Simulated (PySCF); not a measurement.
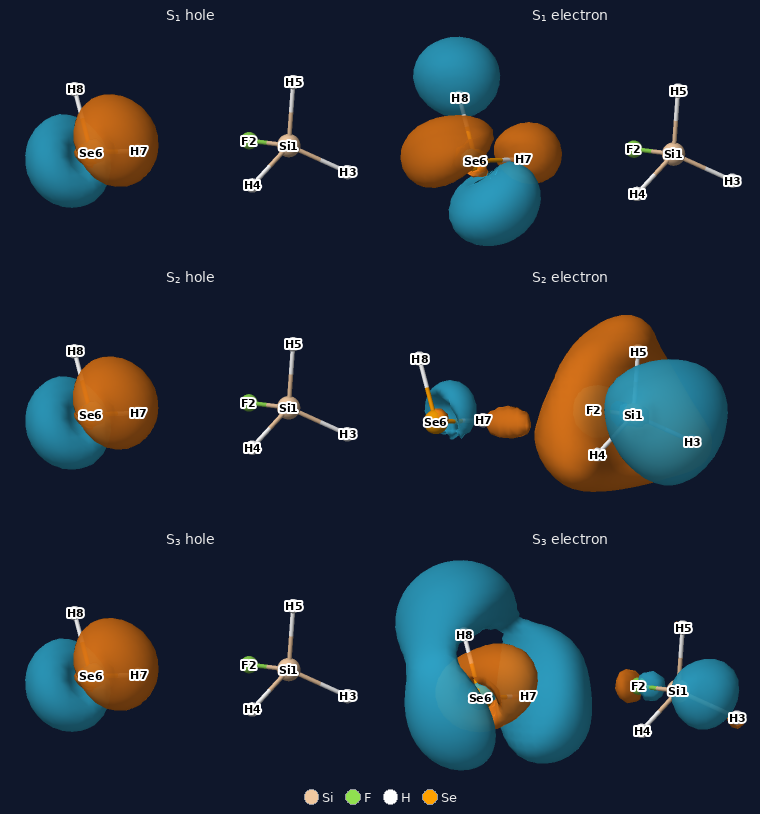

Figure 1: FH5SeSi, SMILES `[SiH3]F.[SeH2]`. Leading natural transition orbitals (TDA singlet states).

Method: PBE0/def2-SVP; geometry: an unrelaxed start of a pair search; program: PySCF. Without diffuse functions Rydberg states are missing, so the states' numbers hold for this basis only.

Geometry (Å), atoms numbered from 1:

```
Si1     -2.6025    0.3735    0.0203
F2      -1.6991   -0.9620   -0.0340
H3      -3.8381    0.0102   -0.6519
H4      -1.8170    1.3717   -0.6840
H5      -2.7610    0.6407    1.4408
Se6      1.6891    0.0795   -0.0354
H7       0.7031   -0.9504   -0.1773
H8       2.0106   -0.3484    1.2974
```

Question: Describe these excited states.

Answer: By state:
- S₁: 5.80 eV (214 nm), f = 0.000 (very weak); the leading pair carries 100 %; hole on Se6 (91 %), electron on Se6 (61 %), H8 (25 %) and H7 (12 %); their centroids lie 0.3 Å apart.
- S₂: 6.07 eV (204 nm), f = 0.035, charge transfer, whose energy this functional puts too low; the leading pair carries 100 %; hole on Se6 (91 %), electron on Si1 (56 %), F2 (9 %) and H3, H4 and H5 (8 % each); their centroids lie 4.0 Å apart.
- S₃: 7.03 eV (176 nm), f = 0.002; the leading pair carries 100 %; hole on Se6 (91 %), electron on Se6 (41 %), H7 (24 %) and H8 (20 %); their centroids lie 1.0 Å apart.
